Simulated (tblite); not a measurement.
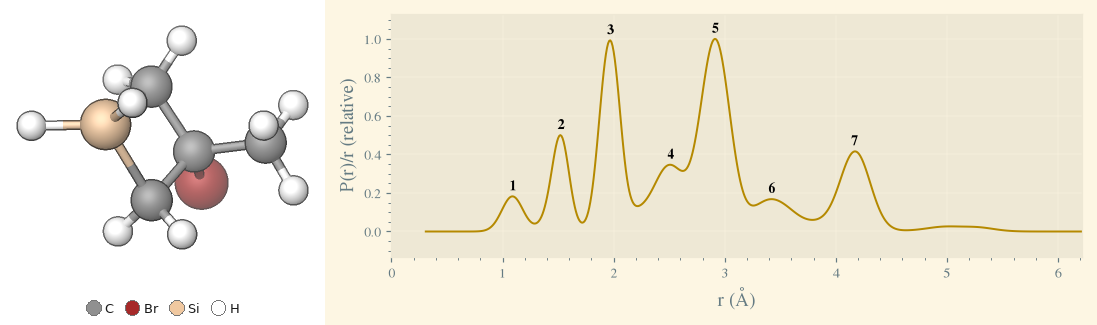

Simulated gas electron diffraction: radial distribution curve of C4H9BrSi. Each pair of atoms contributes with weight ZᵢZⱼ/r; damping constant 0.0015 Å²; vibrational amplitudes assumed, not computed: 0.05 Å for bonds, 0.078 Å for bonds to H, 0.06 + 0.015 r up to 0.15 Å for other pairs. The geometry is the end point of an optimisation (tblite 0.8.0, GFN2-xTB geometry optimisation, gas phase); it may be a saddle point or a higher isomer.

> Which pairs of atoms lie under the numbered peaks? Mark bonded pairs by – and others by ···.

Peak 1, 1.09 Å: C–H 1.09 Å (×7)
Peak 2, 1.52 Å: Si–H 1.46 Å (×2), C–C 1.51–1.53 Å (×3), not resolved
Peak 3, 1.97 Å: Si–C 1.91 Å (×2), Br–C 2.00 Å, C···H 2.14–2.21 Å (×7), not resolved
Peak 4, 2.51 Å: C···C 2.35–2.53 Å (×3), Si···C 2.45 Å, Si···H 2.53–2.54 Å (×2), not resolved
Peak 5, 2.91 Å: Br···C 2.85–2.95 Å (×3), Br···H 2.87–3.00 Å (×4), not resolved
Peak 6, 3.42 Å: C···H 3.32–3.65 Å (×7), Si···C 3.36 Å, Br···H 3.54 Å (×2), not resolved
Peak 7, 4.17 Å: Br···Si 4.18 Å
